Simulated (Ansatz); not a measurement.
The compound is CsNbF3 (cubic perovskite) (Pm-3m).

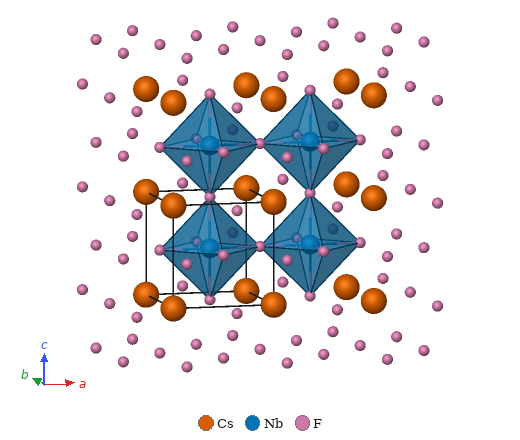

The structure (caesium orange, niobium blue, fluorine pink). 2×1×2 cells are drawn. Some periodic images of atoms are drawn too.

The structure was built from a prototype and need not be the compound's stable phase.

It takes space group Pm-3m (No. 221, cubic). Conventional cell: a = 4.422 Å, b = 4.422 Å, c = 4.422 Å, α = 90.00°, β = 90.00°, γ = 90.00°. Nearest to Cs lie 12 F at 3.13 Å. Nearest to Nb lie 6 F at 2.21 Å. Nearest to F lie 2 Nb at 2.21 Å and 4 Cs at 3.13 Å. Farther neighbours and most contacts between anions are not listed.

```xyz
5
Lattice="0.0000 -4.4215 0.0000 0.0000 0.0000 4.4215 -4.4215 0.0000 0.0000" Properties=species:S:1:pos:R:3 pbc="T T T"
Cs    0.0000    0.0000    0.0000
Nb   -2.2108   -2.2108    2.2108
F     0.0000   -2.2108    2.2108
F    -2.2108   -2.2108    0.0000
F    -2.2108    0.0000    2.2108
```

The structure was relaxed with PBE. The structure type comes from a generator and need not be one that this composition takes. The structure was generated from a model, not taken from a measurement. The runs that relaxed it are not among those shown. The program's search for lower electronic states was switched off, so nothing shows that the state found is the lowest. Spin-orbit coupling is left out unless a run names it. PAW set soft_2, made with PBE.

A constrained-RPA run (Ansatz 0.2.0; non-magnetic PBE; Nb t2g, bands v2 to c1, 4×4×4 mesh, medium accuracy) builds 3 functions on bands 1.6 eV wide, with 3.0 electrons in the window. The bare on-site interaction is 12.1 eV and the bare J 0.48 eV.

Question: What U and J survive the screening?

On the Nb t2g shell, U = 4.52 eV (37 % of the bare value), U′ = 3.82 eV, J = 0.34 eV.

The parent state is non-magnetic and the interaction static (zero frequency); U depends on the window and the orbitals, so it belongs to this model alone.

[Paths, hosts, dates, memory and timing lines, banners, echoed tables and standing remarks are left out of the program output.]

[Logs are printed without paths, hosts, clocks, repeated set-up lines and the standing remarks that a program may print on its own settings, such as how far it seeks lower states.]

[Runs of the session that timed out or met a known fault of the program may be left out.]

[Hosts, paths, dates, database ids (printed as entryN), source tags and the programs' standing remarks are cut or masked in the printed files.]
